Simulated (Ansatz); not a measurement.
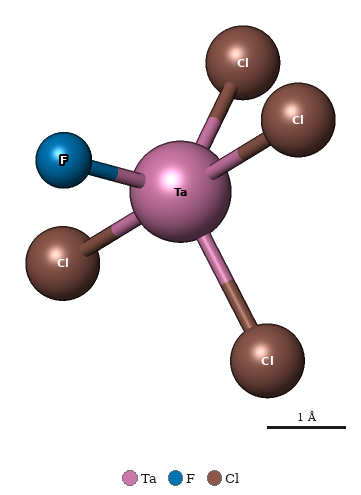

Fig. 1: The input geometry (ball-and-stick view, seen at a tilt). Sticks mark near contacts. Bond lengths as drawn: Cl–Ta 2.47 Å and F–Ta 1.93 Å.

## TaCl4F: geometry relaxation

TaCl4F, computed with RHF/def2-SVP (Ansatz 0.2.0).

It belongs to a series of runs on one base structure; here: start relaxed.

## Input
```yaml
crystal:
  periodic: [false, false, false]
  atoms:
    - { symbol: Ta, position_ang: [0.0, 0.0, 0.0] }
    - { symbol: F, position_ang: [1.93, 0.0, 0.0] }
    - { symbol: Cl, position_ang: [0.0, 0.0, 2.47] }
    - { symbol: Cl, position_ang: [0.0, 0.0, -2.47] }
    - { symbol: Cl, position_ang: [-1.235, 2.139, 0.0] }
    - { symbol: Cl, position_ang: [-1.235, -2.139, 0.0] }
basis:
  gaussian: { orbitals: def2-SVP }
hamiltonian:
  xc: hf
relax:
  f_tol: 0.02
  max_steps: 40
output:
  orbitals: {}
```

Run on 2 threads of Intel Xeon @ 2.50GHz (Skylake/Cascade Lake), 32 GiB of memory available, shared host.

Launched with:
```bash
ansatz run input.yaml --threads 2 --pin off --max-ram 3072MiB --backend cpu --events-out ev --progress --plain --runs-dir out
```

## The program's output
```
The last accepted step is kept in [file] (removed where the run ends without a failure and the disk answers)
Engine: ansatz 0.2.0, x86_64-unknown-linux-gnu
Functional definition: HF
  exchange = exact_x
  correlation = 0
1175 factors; integrals over basis functions are off by at most 2.8e-4 eV
mean field evaluation 1: about -54234.7958 eV, gradient 5.5e1 eV
mean field evaluation 2: about -54234.9415 eV, gradient 5.6e1 eV
mean field evaluation 4: about -54243.5874 eV, gradient 4.3e0 eV
mean field evaluation 8: about -54243.6819 eV, gradient 8.2e-1 eV
mean field evaluation 16: about -54243.6870 eV, gradient 1.5e-5 eV
mean field -54243.68697537 eV, -1993.4187286532 hartree, gradient 1.5e-5 eV, S^2 0.000000; 0 other end points of the search recorded, 0 dependent functions left out
the calculation of the forces begins
reference -54243.68697537 eV, -1993.4187286532 hartree; 45, 45 occupied and 73, 73 virtual orbitals, 1175 factors
relax step   1: F+E_penalty+E_count = -54243.68697537 eV  Δ(F+E_penalty+E_count) = +0.000e0 eV  max|allowed force component| = 3.075e0 eV/Å  Δτ_max = 0.0000 Å  (42 SCF iters, accepted)
these checks for a lower state are left out or cut short: starts, cluster_reference, orbital_swaps, neighbouring_geometries, increment
1175 factors; integrals over basis functions are off by at most 2.9e-4 eV
mean field -54244.56562690 eV, -1993.4510185016 hartree, gradient 1.4e-5 eV, S^2 0.000000; 0 other end points of the search recorded, 0 dependent functions left out
the calculation of the forces begins
reference -54244.56562690 eV, -1993.4510185016 hartree; 45, 45 occupied and 73, 73 virtual orbitals, 1175 factors
relax step   2: F+E_penalty+E_count = -54244.56562690 eV  Δ(F+E_penalty+E_count) = -8.787e-1 eV  max|allowed force component| = 1.148e0 eV/Å  Δτ_max = 0.1971 Å  (44 SCF iters, accepted)
these checks for a lower state are left out or cut short: starts, cluster_reference, orbital_swaps, neighbouring_geometries, increment
1175 factors; integrals over basis functions are off by at most 2.7e-4 eV
mean field evaluation 32: about -54244.6874 eV, gradient 1.5e-2 eV
mean field -54244.68736025 eV, -1993.4554921195 hartree, gradient 1.5e-5 eV, S^2 0.000000; 0 other end points of the search recorded, 0 dependent functions left out
the calculation of the forces begins
reference -54244.68736025 eV, -1993.4554921195 hartree; 45, 45 occupied and 73, 73 virtual orbitals, 1175 factors
relax step   3: F+E_penalty+E_count = -54244.68736025 eV  Δ(F+E_penalty+E_count) = -1.217e-1 eV  max|allowed force component| = 1.387e-1 eV/Å  Δτ_max = 0.0690 Å  (41 SCF iters, accepted)
these checks for a lower state are left out or cut short: starts, cluster_reference, orbital_swaps, neighbouring_geometries, increment
1175 factors; integrals over basis functions are off by at most 2.7e-4 eV
mean field -54244.69064208 eV, -1993.4556127244 hartree, gradient 1.5e-5 eV, S^2 0.000000; 0 other end points of the search recorded, 0 dependent functions left out
the calculation of the forces begins
reference -54244.69064208 eV, -1993.4556127244 hartree; 45, 45 occupied and 73, 73 virtual orbitals, 1175 factors
relax step   4: F+E_penalty+E_count = -54244.69064208 eV  Δ(F+E_penalty+E_count) = -3.282e-3 eV  max|allowed force component| = 1.193e-1 eV/Å  Δτ_max = 0.0403 Å  (41 SCF iters, accepted)
these checks for a lower state are left out or cut short: starts, cluster_reference, orbital_swaps, neighbouring_geometries, increment
1175 factors; integrals over basis functions are off by at most 2.7e-4 eV
mean field -54244.69095550 eV, -1993.4556242424 hartree, gradient 1.6e-5 eV, S^2 0.000000; 0 other end points of the search recorded, 0 dependent functions left out
the calculation of the forces begins
reference -54244.69095550 eV, -1993.4556242424 hartree; 45, 45 occupied and 73, 73 virtual orbitals, 1175 factors
relax step   5: F+E_penalty+E_count = -54244.69095550 eV  Δ(F+E_penalty+E_count) = -3.134e-4 eV  max|allowed force component| = 4.561e-2 eV/Å  Δτ_max = 0.0127 Å  (42 SCF iters, accepted)
these checks for a lower state are left out or cut short: starts, cluster_reference, orbital_swaps, neighbouring_geometries, increment
1175 factors; integrals over basis functions are off by at most 2.7e-4 eV
mean field evaluation 64: about -54244.6911 eV, gradient 1.8e-4 eV
mean field -54244.69105350 eV, -1993.4556278440 hartree, gradient 1.6e-5 eV, S^2 0.000000; 0 other end points of the search recorded, 0 dependent functions left out
the calculation of the forces begins
reference -54244.69105350 eV, -1993.4556278440 hartree; 45, 45 occupied and 73, 73 virtual orbitals, 1175 factors
relax step   6: F+E_penalty+E_count = -54244.69105350 eV  Δ(F+E_penalty+E_count) = -9.800e-5 eV  max|allowed force component| = 9.887e-3 eV/Å  Δτ_max = 0.0028 Å  (42 SCF iters, accepted)
```

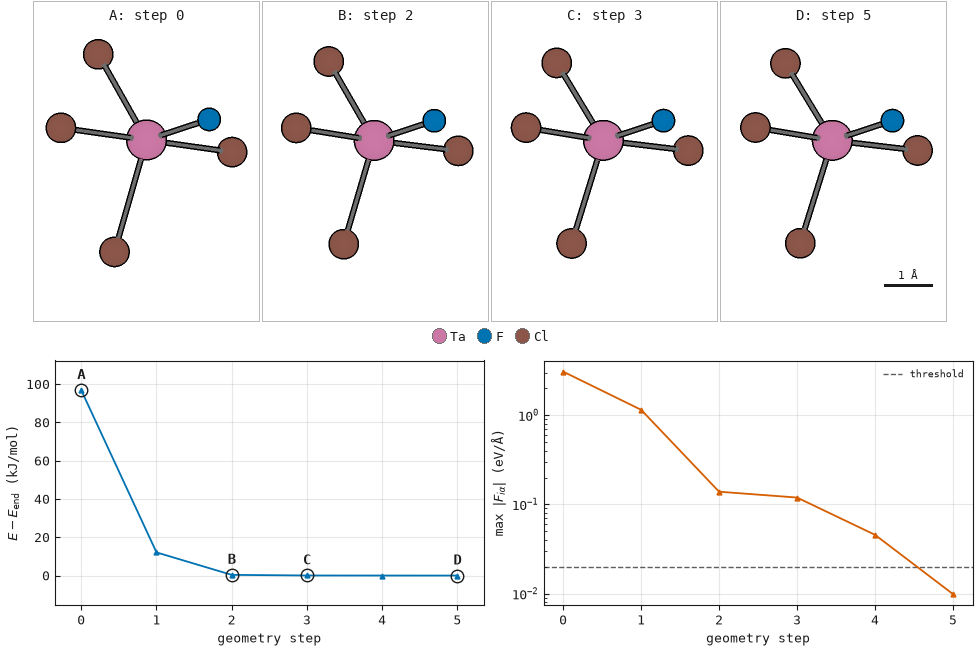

Fig. 2: Frames of the relaxation (ball-and-stick view, seen at a tilt) above the curves, on which the letters mark them (the first geometry is step 0 here and step 1 in the log).

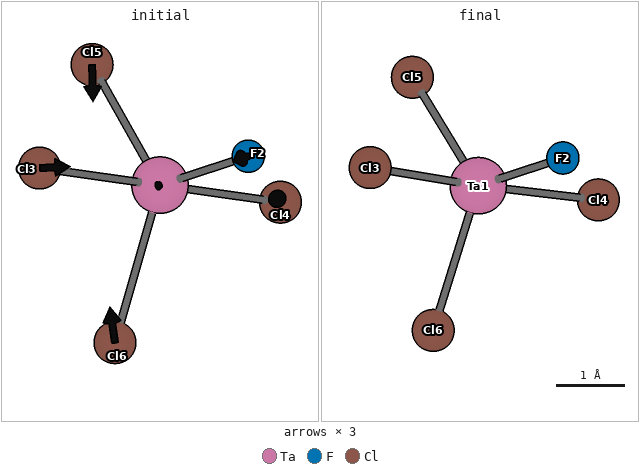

Fig. 3: Before (left) and after (right) the relaxation, at one scale (ball-and-stick view, seen at a tilt). The black arrows give the displacements, magnified 3 times. The largest moves after the best rigid fit, 0.19 Å, are those of Cl5 and Cl6. By element the largest moves are Cl 0.19 Å, F 0.12 Å, Ta 0.04 Å. Distances before and after: Ta1–Cl5 2.470 → 2.294 Å, Ta1–Cl3 2.470 → 2.343 Å, Ta1–F2 1.930 → 1.850 Å. Among the angles that change: Cl3–Ta1–Cl4 180.0° → 173.6°, Cl5–Ta1–Cl6 120.0° → 116.1°, F2–Ta1–Cl3 90.0° → 86.8°. Over 5 geometry steps the energy falls by 96.9 kJ/mol. Largest force component: 3.1 eV/Å at the start, 0.0099 eV/Å at the end. (Atoms are counted from 1 in the order of the input.)

```
1175 factors; integrals over basis functions are off by at most 2.7e-4 eV
mean field -54244.69105350 eV, -1993.4556278440 hartree, gradient 1.6e-5 eV, S^2 0.000000; 1 other end points of the search recorded, 0 dependent functions left out
the calculation of the forces begins
reference -54244.69105350 eV, -1993.4556278440 hartree; 45, 45 occupied and 73, 73 virtual orbitals, 1175 factors
Total energy: -54244.69105350 eV, -1993.4556278440 hartree
Atom 0 at    -0.037323     0.000000    -0.000000 Å, force    -0.009887    -0.000000     0.000000 eV/Å
Atom 1 at     1.812521     0.000000     0.000000 Å, force     0.007490    -0.000000     0.000000 eV/Å
Atom 2 at     0.092999    -0.000000     2.339397 Å, force    -0.000608    -0.000000    -0.000764 eV/Å
Atom 3 at     0.092999    -0.000000    -2.339397 Å, force    -0.000608     0.000000     0.000764 eV/Å
Atom 4 at    -1.250598     1.947074     0.000000 Å, force     0.001807    -0.003999    -0.000000 eV/Å
Atom 5 at    -1.250598    -1.947074     0.000000 Å, force     0.001807     0.003999     0.000000 eV/Å
Dipole moment:    -0.160172    -0.000000     0.000000 e Å
```

## Trajectory as extended XYZ (Å, eV, eV/Å), 6 frames, from step=1 to step=6
```
6
Properties=species:S:1:pos:R:3:forces:R:3 step=1 energy=-54243.68697
Ta    0.0000    0.0000    0.0000    0.1989   0.0000   0.0000
F     1.9300    0.0000    0.0000   -3.0745   0.0000   0.0000
Cl    0.0000    0.0000    2.4700    0.0457   0.0000  -2.2797
Cl    0.0000    0.0000   -2.4700    0.0457   0.0000   2.2797
Cl   -1.2350    2.1390    0.0000    1.3921  -2.4218   0.0000
Cl   -1.2350   -2.1390    0.0000    1.3921   2.4218   0.0000
6
Properties=species:S:1:pos:R:3:forces:R:3 step=2 energy=-54244.56563
Ta   -0.0538    0.0000    0.0000    1.1481   0.0000   0.0000
F     1.7948    0.0000    0.0000    0.1201   0.0000   0.0000
Cl    0.0004    0.0000    2.2982    0.1054   0.0000   1.0291
Cl    0.0004    0.0000   -2.2982    0.1054   0.0000  -1.0291
Cl   -1.1409    1.9658    0.0000   -0.7395   1.0734   0.0000
Cl   -1.1409   -1.9658    0.0000   -0.7395  -1.0734   0.0000
6
Properties=species:S:1:pos:R:3:forces:R:3 step=3 energy=-54244.68736
Ta   -0.0413    0.0000    0.0000    0.1387   0.0000   0.0000
F     1.8093    0.0000    0.0000   -0.1037   0.0000   0.0000
Cl    0.0549    0.0000    2.3383    0.0242   0.0000   0.0429
Cl    0.0549    0.0000   -2.3383    0.0242   0.0000  -0.0429
Cl   -1.2089    1.9775    0.0000   -0.0417  -0.0251   0.0000
Cl   -1.2089   -1.9775    0.0000   -0.0417   0.0251   0.0000
6
Properties=species:S:1:pos:R:3:forces:R:3 step=4 energy=-54244.69064
Ta   -0.0345    0.0000    0.0000   -0.1193   0.0000   0.0000
F     1.8133    0.0000    0.0000    0.0474   0.0000   0.0000
Cl    0.0825    0.0000    2.3399    0.0126   0.0000  -0.0032
Cl    0.0825    0.0000   -2.3399    0.0126   0.0000   0.0032
Cl   -1.2419    1.9543    0.0000    0.0234  -0.0432   0.0000
Cl   -1.2419   -1.9543    0.0000    0.0234   0.0432   0.0000
6
Properties=species:S:1:pos:R:3:forces:R:3 step=5 energy=-54244.69095
Ta   -0.0389    0.0000    0.0000   -0.0425   0.0000   0.0000
F     1.8097    0.0000    0.0000    0.0456   0.0000   0.0000
Cl    0.0952    0.0000    2.3392   -0.0088   0.0000  -0.0018
Cl    0.0952    0.0000   -2.3392   -0.0088   0.0000   0.0018
Cl   -1.2506    1.9490    0.0000    0.0073  -0.0197   0.0000
Cl   -1.2506   -1.9490    0.0000    0.0073   0.0197   0.0000
6
Properties=species:S:1:pos:R:3:forces:R:3 step=6 energy=-54244.69105
Ta   -0.0373    0.0000    0.0000   -0.0099   0.0000   0.0000
F     1.8125    0.0000    0.0000    0.0075   0.0000   0.0000
Cl    0.0930    0.0000    2.3394   -0.0006   0.0000  -0.0008
Cl    0.0930    0.0000   -2.3394   -0.0006   0.0000   0.0008
Cl   -1.2506    1.9471    0.0000    0.0018  -0.0040   0.0000
Cl   -1.2506   -1.9471    0.0000    0.0018   0.0040   0.0000
```

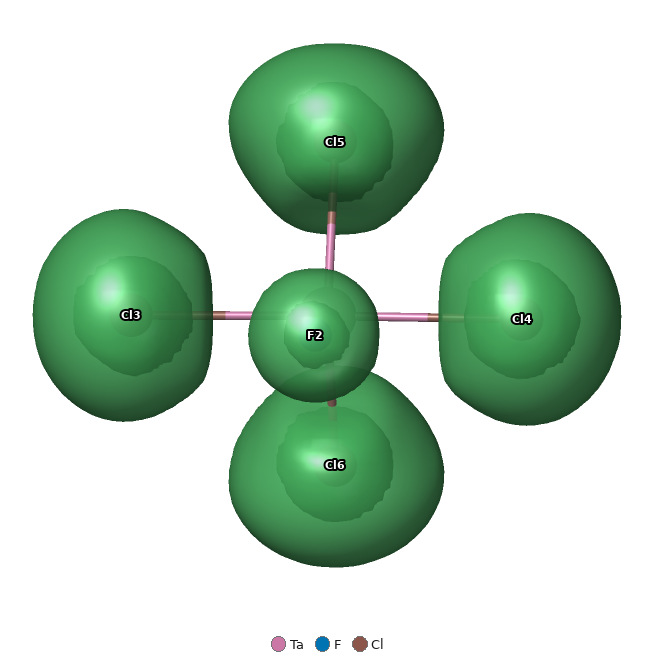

Fig. 4: Isosurface of the ELF at 0.75 (green), seen face on. Core shells and regions of very low density are left out. Values along the shortest contacts: Ta–F (1.85 Å): the ELF peaks at about 0.85 in the valence shell of F, 0.5 Å from its nucleus, and drops to about 0.20 between the two atoms. Ta–Cl (2.29 Å): the ELF peaks at about 0.85 in the valence shell of Cl, 0.8 Å from its nucleus, and is about 0.45 at the midpoint.

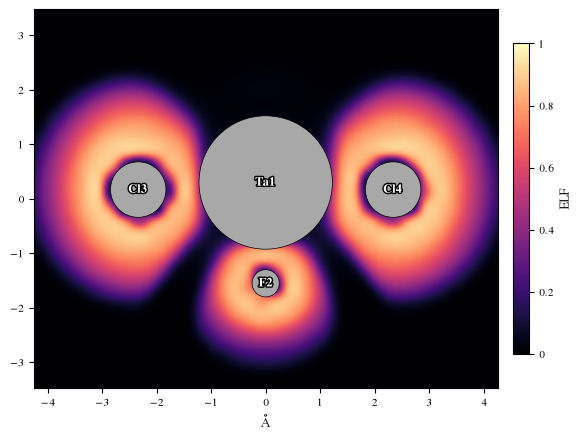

Fig. 5: ELF on the plane of atoms Cl3, Ta1 and Cl4. Grey discs, where drawn, cover atomic cores. Atoms in the plane: Ta, F and Cl. Ta–F (1.85 Å): the ELF peaks at about 0.85 in the valence shell of F, 0.5 Å from its nucleus, and drops to about 0.20 between the two atoms. Ta–Cl (2.34 Å): the ELF peaks at about 0.90 in the valence shell of Cl, 0.8 Å from its nucleus, and is about 0.35 at the midpoint.

## Key numbers

```json
{"quantity": "outcome", "value": "converged"}
{"quantity": "total energy", "value": "−54244.6911 eV"}
{"quantity": "mean-field energy", "value": "−54244.6911 eV"}
{"quantity": "largest force (length of the vector) at the end", "value": "0.010 eV/Å"}
{"quantity": "wall time", "value": "38 s (CPU time 73 s)"}
{"quantity": "peak memory", "value": "0.31 GiB"}
```
